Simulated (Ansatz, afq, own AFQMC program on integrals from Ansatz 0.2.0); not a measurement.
**BH3Cl (doublet): quantum Monte Carlo beside coupled cluster at distance Cl1–H2 along a hydrogen transfer = 1.279 Å, cc-pVTZ**

Aim: compute BH3Cl (doublet) with auxiliary-field quantum Monte Carlo on the same integrals as coupled cluster, and set the energies side by side.

Method: cc-pVTZ, frozen cores; program: Ansatz 0.2.0, Gaussian basis, and an in-house AFQMC program (afq) on its integrals; all values are calculated.

Plan: CCSD(T) on UHF; PBE (unrestricted); r2SCAN (unrestricted); PBE0 (unrestricted); B3LYP (unrestricted); wB97M-V (unrestricted); B2PLYP (unrestricted); Phaseless AFQMC, CISD trial on UHF.

## 1. The system

The geometry derives from fragments relaxed apart (PBE0/def2-TZVP) and kept rigid, so it is no stationary point. A hydrogen atom is moved between rigid fragments.

5 atoms, charge 0, spin multiplicity 2.

Atoms are counted from 1 here; the program's logs count them from 0.

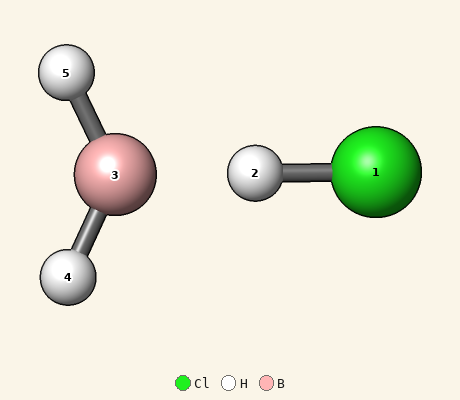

The structure; chlorine green, hydrogen white, boron pink; atoms are numbered from 1 in the order of the file.

## 2. CCSD(T) on UHF

Input file in.yaml:

```yaml
crystal:
  periodic: [false, false, false]
  atoms:
    - {symbol: Cl, position_ang: [-0.766028, 0.000000, 0.000000]}
    - {symbol: H, position_ang: [0.512772, 0.000000, 0.000000]}
    - {symbol: B, position_ang: [1.996972, 0.000000, 0.000000]}
    - {symbol: H, position_ang: [2.506045, 0.000000, 1.077008]}
    - {symbol: H, position_ang: [2.506045, 0.000000, -1.077008]}
basis:
  gaussian: {orbitals: cc-pVTZ}
magnetization: {spin_polarized: true, initial_magnetization: 1}
correlation: {method: ccsd_t, electrons: outside_noble_gas, hamiltonian_folder: ham}
```

The run is started by

```console
> ansatz run in.yaml --threads 1 --pin off --events-out ev --progress --plain --max-ram 16896MiB --backend cuda --devices 0, --max-vram 18GiB
```

What it wrote, shortened:

```text
Functional definition: HF
  name "HF"
  cite "Fock, Z. Phys. 61, 126 (1930) doi:10.1007/BF01340294"
  parent pbe
[...]
603 factors; integrals over basis functions are off by at most 1.3e-3 eV
[...]
mean field -13220.49809812 eV, -485.8443439304 hartree, gradient 1.6e-6 eV, S^2 0.765581; 1 other end points of the search recorded, 0 dependent functions left out
determinant -13220.49809812 eV, -485.8443439304 hartree, with singles and doubles -13229.73671934 eV, -486.1838569982 hartree
determinant -13218.94935870 eV, -485.7874288067 hartree, with singles and doubles -13228.33744496 eV, -486.1324346132 hartree
6 core orbitals not correlated: weight in the atoms' cores, before any rotation towards them, 1.000 or more for the frozen orbitals, at most 0.000 for the correlated occupied ones
reference -13220.49809812 eV, -485.8443439304 hartree; 7, 6 occupied and 93, 94 virtual orbitals, 603 factors
second order -8.13377151 eV of doubles, -0.00000000 eV of singles
cycle   1  -9.12743085 eV  change   -4.8e-1 eV  update   1.8e-2
[...]
cycle   8  -9.14188378 eV  change   -4.4e-6 eV  update   1.3e-5
perturbative correction -0.30976598 eV, -0.0113836897 hartree
Total energy: -13229.94974788 eV, -486.1916856524 hartree
```

Wall time 2.8 s (1 × NVIDIA H100 80GB HBM3 with 1 thread of AMD EPYC 7R13 (Zen 3), shared host); peak host memory 0.84 GiB.

From the report: ⟨S²⟩ of the determinant 0.766 (pure doublet: 0.75); correlation -9.4516 eV; T1 0.011; largest double amplitude 0.04.

This run also writes the integrals to the folder ham.

## 3. PBE (unrestricted)

in.yaml: that of step 2 with these lines changed.

```diff
@@ -11,2 +11,3 @@
 magnetization: {spin_polarized: true, initial_magnetization: 1}
-correlation: {method: ccsd_t, electrons: outside_noble_gas, hamiltonian_folder: ham}
+hamiltonian: {xc: {name: PBE}}
+output: {orbitals: {seedname: orbitals}}
```

The run is started by

```console
> ansatz run in.yaml --threads 1 --pin off --events-out ev --progress --plain --max-ram 5632MiB --backend cpu
```

What it wrote:

```text
Functional definition: PBE
  name "PBE"
  cite "Perdew, Burke & Ernzerhof, Phys. Rev. Lett. 77, 3865 (1996) doi:10.1103/PhysRevLett.77.3865"
  parent pbe
  parameter kappa = 0.804
  parameter beta = 0.06672455060314922
  exchange = pbe_x(kappa = kappa, mu = beta*pi^2/3)
  correlation = pbe_c(beta = beta)
665 factors; their error is unknown
mean field evaluation 1: about -13237.5645 eV, gradient 1.3e1 eV
mean field evaluation 2: about -13237.7586 eV, gradient 1.3e1 eV
mean field evaluation 4: about -13238.8287 eV, gradient 1.1e0 eV
mean field evaluation 8: about -13238.8137 eV, gradient 2.2e-1 eV
mean field evaluation 16: about -13238.8139 eV, gradient 2.3e-5 eV
mean field evaluation 32: about -13238.6190 eV, gradient 2.2e0 eV
mean field -13238.81390239 eV, -486.5174373223 hartree, gradient 2.3e-5 eV, S^2 0.752680; 4 other end points of the search recorded, 0 dependent functions left out
reference -13238.81393840 eV, -486.5174386456 hartree; 13, 12 occupied and 93, 94 virtual orbitals, 665 factors
Total energy: -13238.81393840 eV, -486.5174386456 hartree
```

Wall time 3.2 s (1 thread of AMD EPYC 7R13 (Zen 3), shared host); peak memory 0.73 GiB.

From the report: ⟨S²⟩ of the determinant 0.753 (pure doublet: 0.75).

## 4. r2SCAN (unrestricted)

in.yaml: that of step 3 with these lines changed.

```diff
@@ -11,3 +11,2 @@
 magnetization: {spin_polarized: true, initial_magnetization: 1}
-hamiltonian: {xc: {name: PBE}}
-output: {orbitals: {seedname: orbitals}}
+hamiltonian: {xc: {name: r2SCAN}}
```

Launched as before.

What it wrote:

```text
Functional definition: r2SCAN
  name "r2SCAN"
  cite "Furness, Kaplan, Ning, Perdew & Sun, J. Phys. Chem. Lett. 11, 8208 (2020) doi:10.1021/acs.jpclett.0c02405"
  cite "Furness, Kaplan, Ning, Perdew & Sun, J. Phys. Chem. Lett. 11, 9248 (2020) doi:10.1021/acs.jpclett.0c03077"
  parent r2scan
  parameter k0 = 0.174
  parameter k1 = 0.065
  parameter a1 = 4.9479
  exchange = r2scan_x(k0 = k0, k1 = k1, a1 = a1)
  correlation = r2scan_c
665 factors; their error is unknown
mean field evaluation 1: about -13243.1156 eV, gradient 1.1e1 eV
mean field evaluation 2: about -13243.4927 eV, gradient 9.1e0 eV
mean field evaluation 4: about -13243.9988 eV, gradient 9.1e-1 eV
mean field evaluation 8: about -13243.9824 eV, gradient 2.3e-1 eV
mean field evaluation 16: about -13243.0038 eV, gradient 7.1e0 eV
mean field -13243.98253925 eV, -486.7073812236 hartree, gradient 6.8e-5 eV, S^2 0.755384; 1 other end points of the search recorded, 0 dependent functions left out
reference -13243.98255066 eV, -486.7073816431 hartree; 13, 12 occupied and 93, 94 virtual orbitals, 665 factors
Total energy: -13243.98255066 eV, -486.7073816431 hartree
```

It took 3.3 s on 1 thread of AMD EPYC 7R13 (Zen 3), shared host; peak memory 0.92 GiB.

From the report: ⟨S²⟩ of the determinant 0.755 (pure doublet: 0.75).

## 5. PBE0 (unrestricted)

in.yaml: that of step 4 with these lines changed.

```diff
@@ -11,2 +11,3 @@
 magnetization: {spin_polarized: true, initial_magnetization: 1}
-hamiltonian: {xc: {name: r2SCAN}}
+hamiltonian: {xc: {name: PBE0}}
+output: {orbitals: {seedname: orbitals}}
```

The command is unchanged.

What it wrote:

```text
Functional definition: PBE0
  name "PBE0"
  cite "Adamo & Barone, J. Chem. Phys. 110, 6158 (1999) doi:10.1063/1.478522"
  cite "Perdew, Burke & Ernzerhof, Phys. Rev. Lett. 77, 3865 (1996) doi:10.1103/PhysRevLett.77.3865"
  parent pbe
  parameter a = 0.25
  parameter kappa = 0.804
  parameter beta = 0.06672455060314922
  exchange = (1 - a)*pbe_x(kappa = kappa, mu = beta*pi^2/3) + a*exact_x
  correlation = pbe_c(beta = beta)
691 factors; their error is unknown
mean field evaluation 1: about -13239.5140 eV, gradient 9.0e0 eV
mean field evaluation 2: about -13239.8801 eV, gradient 5.4e0 eV
mean field evaluation 4: about -13240.0295 eV, gradient 4.0e-1 eV
mean field evaluation 8: about -13240.0998 eV, gradient 2.3e-1 eV
mean field evaluation 16: about -13240.0999 eV, gradient 1.7e-5 eV
mean field -13240.09985820 eV, -486.5646953268 hartree, gradient 1.7e-5 eV, S^2 0.754332; 1 other end points of the search recorded, 0 dependent functions left out
reference -13240.09988529 eV, -486.5646963225 hartree; 13, 12 occupied and 93, 94 virtual orbitals, 691 factors
Total energy: -13240.09988529 eV, -486.5646963225 hartree
```

Wall time 1.9 s (1 thread of AMD EPYC 7R13 (Zen 3), shared host); peak memory 1.6 GiB.

From the report: ⟨S²⟩ of the determinant 0.754 (pure doublet: 0.75).

## 6. B3LYP (unrestricted)

in.yaml: that of step 5 with these lines changed.

```diff
@@ -11,3 +11,2 @@
 magnetization: {spin_polarized: true, initial_magnetization: 1}
-hamiltonian: {xc: {name: PBE0}}
-output: {orbitals: {seedname: orbitals}}
+hamiltonian: {xc: {name: B3LYP}}
```

The command is unchanged.

What it wrote, shortened:

```text
Functional definition: B3LYP
  name "B3LYP"
  cite "Stephens, Devlin, Chabalowski & Frisch, J. Phys. Chem. 98, 11623 (1994) doi:10.1021/j100096a001"
  cite "Becke, Phys. Rev. A 38, 3098 (1988) doi:10.1103/PhysRevA.38.3098"
  cite "Lee, Yang & Parr, Phys. Rev. B 37, 785 (1988) doi:10.1103/PhysRevB.37.785"
  cite "Vosko, Wilk & Nusair, Can. J. Phys. 58, 1200 (1980) doi:10.1139/p80-159"
[...]
680 factors; their error is unknown
[...]
mean field -13246.11049040 eV, -486.7855819860 hartree, gradient 1.7e-5 eV, S^2 0.753356; 1 other end points of the search recorded, 0 dependent functions left out
reference -13246.11071839 eV, -486.7855903646 hartree; 13, 12 occupied and 93, 94 virtual orbitals, 680 factors
Total energy: -13246.11071839 eV, -486.7855903646 hartree
```

Wall time 1.9 s (1 thread of AMD EPYC 7R13 (Zen 3), shared host); peak memory 1.6 GiB.

From the report: ⟨S²⟩ of the determinant 0.753 (pure doublet: 0.75).

## 7. wB97M-V (unrestricted)

in.yaml: that of step 6 with these lines changed.

```diff
@@ -11,2 +11,3 @@
 magnetization: {spin_polarized: true, initial_magnetization: 1}
-hamiltonian: {xc: {name: B3LYP}}
+hamiltonian: {xc: {name: wB97M-V}}
+output: {orbitals: {seedname: orbitals}}
```

Launched as before.

What it wrote, shortened:

```text
Functional definition: wB97M-V
  name "wB97M-V"
  cite "Mardirossian & Head-Gordon, J. Chem. Phys. 144, 214110 (2016) doi:10.1063/1.4952647"
  cite "Becke, J. Chem. Phys. 107, 8554 (1997) doi:10.1063/1.475007"
  cite "Vydrov & Van Voorhis, J. Chem. Phys. 133, 244103 (2010) doi:10.1063/1.3521275"
  # Of w^i u^j: cxij and so on, Table III.
[...]
  gx(w, u) = 1 - cx + cx01*u + cx10*w
  gss(w, u) = css00 + css04*u^4 + css10*w + css20*w^2 + css43*w^4*u^3
  gos(w, u) = cos00 + cos10*w + (cos20 + cos21*u)*w^2 + (cos60 + cos61*u)*w^6
[...]
      + integral(e_c_pw_mod_opposite_spin*gos(b97_w_opposite, b97_u_opposite)) + vv10(b, c)
668 factors; their error is unknown
142 factors; integrals over basis functions are off by at most 6.7e-5 eV
[...]
mean field -13243.84451737 eV, -486.7023090130 hartree, gradient 3.1e-5 eV, S^2 0.752453; 1 other end points of the search recorded, 0 dependent functions left out
reference -13243.84455633 eV, -486.7023104450 hartree; 13, 12 occupied and 93, 94 virtual orbitals, 668 factors
Total energy: -13243.84455633 eV, -486.7023104450 hartree
```

Run time: 6 s. Hardware: 1 thread of AMD EPYC 7R13 (Zen 3), shared host; peak memory 1.6 GiB.

From the report: ⟨S²⟩ of the determinant 0.752 (pure doublet: 0.75).

## 8. B2PLYP (unrestricted)

in.yaml: that of step 7 with these lines changed.

```diff
@@ -11,3 +11,3 @@
 magnetization: {spin_polarized: true, initial_magnetization: 1}
-hamiltonian: {xc: {name: wB97M-V}}
-output: {orbitals: {seedname: orbitals}}
+hamiltonian: {xc: {name: B2PLYP}}
+correlation: {electrons: outside_noble_gas}
```

Launched as before.

What it wrote, shortened:

```text
Functional definition: B2PLYP
  name "B2PLYP"
  cite "Grimme, J. Chem. Phys. 124, 034108 (2006) doi:10.1063/1.2148954"
  cite "Becke, Phys. Rev. A 38, 3098 (1988) doi:10.1103/PhysRevA.38.3098"
  cite "Lee, Yang & Parr, Phys. Rev. B 37, 785 (1988) doi:10.1103/PhysRevB.37.785"
[...]
603 factors; integrals over basis functions are off by at most 1.3e-3 eV
[...]
mean field -13238.27495299 eV, -486.4976312975 hartree, gradient 6.2e-6 eV, S^2 0.757287; 2 other end points of the search recorded, 0 dependent functions left out
6 core orbitals not correlated: weight in the atoms' cores, before any rotation towards them, 1.000 or more for the frozen orbitals, at most 0.000 for the correlated occupied ones
reference -13238.27509772 eV, -486.4976366162 hartree; 7, 6 occupied and 93, 94 virtual orbitals, 603 factors
second order -9.89476193 eV of doubles, -0.00000000 eV of singles
Total energy: -13240.94668345 eV, -486.5958155806 hartree
```

Run time: 2.7 s. Hardware: 1 thread of AMD EPYC 7R13 (Zen 3), shared host; peak memory 1.6 GiB.

From the report: ⟨S²⟩ of the determinant 0.757 (pure doublet: 0.75).

## 9. Phaseless AFQMC, CISD trial on UHF

It reads the integrals that the CCSD(T) run on this determinant wrote.

The run is started by

```console
> afq ham --method phaseless --trial cisd --walkers 900 --populations 20 --least-time 60 --time-step 0.005 --steps-per-block 50 --equilibration-blocks 28 --max-blocks 4000 --target-error 0.00021 --factor-cut 1e-05 --start spin_pure --seed 3478 --release-times 0.24,0.51,0.99,1.62,2.4 --release-step 0.03 --release-every 3 --taylor-order 6
```

What it wrote:

```text
orbitals 100  electrons 7 6  factors 599 of 603
reference energy -485.84434393 Eh
CCSD correlation -0.33595799 Eh in 11 cycles, weight of the determinant in the CISD state 0.8733
energy of the start -486.179553 Eh
 block  time / (1/Eh)  mean weight  energy / Eh
     1     0.250  1.0001  -486.175079
     2     0.500  0.9999  -486.179336
     3     0.750  0.9999  -486.183690
     4     1.000  0.9997  -486.187282
     5     1.250  0.9998  -486.190439
     6     1.500  1.0002  -486.190946
     7     1.750  0.9995  -486.189234
     8     2.000  1.0003  -486.190042
     9     2.250  0.9998  -486.190806
    10     2.500  0.9998  -486.190423
    13     3.250  1.0009  -486.190030
    16     4.000  1.0007  -486.194728
    19     4.750  1.0005  -486.191190
    22     5.500  0.9997  -486.192731
    25     6.250  0.9997  -486.193124
    28     7.000  1.0006  -486.193590
    31     7.750  1.0000  -486.191468
    34     8.500  0.9996  -486.192696
    37     9.250  1.0005  -486.190393
    40    10.000  0.9998  -486.191387
    43    10.750  1.0000  -486.191998
    46    11.500  0.9999  -486.192203
    49    12.250  0.9999  -486.192343
    52    13.000  1.0007  -486.192007
    55    13.750  0.9996  -486.192452
    58    14.500  1.0011  -486.193472
    61    15.250  1.0000  -486.194234
    64    16.000  1.0004  -486.194172
    67    16.750  0.9997  -486.193011
    70    17.500  0.9993  -486.191267
    73    18.250  0.9989  -486.191476
    76    19.000  0.9999  -486.193630
    79    19.750  0.9999  -486.192385
    82    20.500  0.9988  -486.195116
    85    21.250  0.9998  -486.192492
    88    22.000  1.0001  -486.190456
    91    22.750  0.9998  -486.194104
    94    23.500  1.0004  -486.191753
    97    24.250  1.0006  -486.192450
   100    25.000  0.9998  -486.193177
   103    25.750  0.9996  -486.194478
   106    26.500  1.0002  -486.192414
   109    27.250  0.9994  -486.194113
   112    28.000  0.9999  -486.193343
   115    28.750  0.9995  -486.190205
   118    29.500  0.9997  -486.193121
   121    30.250  0.9986  -486.193248
   124    31.000  1.0003  -486.193601
   127    31.750  1.0004  -486.191942
error from the spread of 20 populations
released: time / (1/Eh)  energy / Eh  error  mean overlap
  0.24  -486.192905  0.000157  0.9954
  0.51  -486.193051  0.000140  0.9882
  0.99  -486.193183  0.000193  0.9823
  1.62  -486.193382  0.000255  0.9758
  2.40  -486.192835  0.000366  0.9904
energy -486.192664 +/- 0.000185 Eh
```

Run time: 79 s. Hardware: 1 × NVIDIA H100 80GB HBM3 with 2 threads of AMD EPYC 7R13 (Zen 3), shared host; peak host memory 1.6 GiB.

Energy -13229.9764 ± 0.0050 eV. Caveats: constraint bias not in the error.

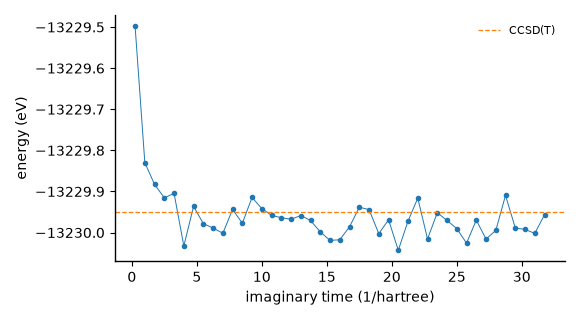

Block energies along the walk.

## 10. All levels side by side

On the UHF determinant, counted from CCSD(T) (a yardstick, not exact):

| level | energy (eV) | from CCSD(T) (meV) | statistical error (meV) | time |
| --- | --- | --- | --- | --- |
| HF | -13220.4981 | +9451.6 |  |  |
| MP2 | -13228.6319 | +1317.9 |  |  |
| CCSD | -13229.6400 | +309.8 |  |  |
| CCSD(T) | -13229.9497 | 0.0 |  |  |
| Phaseless AFQMC, CISD trial, step 0.005, 900 walkers | -13229.9764 | -26.6 | 5.0 | 79 s |

The functionals' totals stand on their own zeros and serve differences with other points: PBE -13238.814 eV; r2SCAN -13243.983 eV; PBE0 -13240.100 eV; B3LYP -13246.111 eV; wB97M-V -13243.845 eV; B2PLYP -13240.947 eV.

## 11. What came out

| quantity | value |
| --- | --- |
| Phaseless AFQMC, CISD trial on UHF from CCSD(T) | -26.6 ± 5.0 meV |

What this shows: On UHF the phaseless walk with the CISD trial lies -26.6 meV from CCSD(T), 5 times its error bar. Error bars are statistical and leave out the constraint, the time step and what remains of the start.
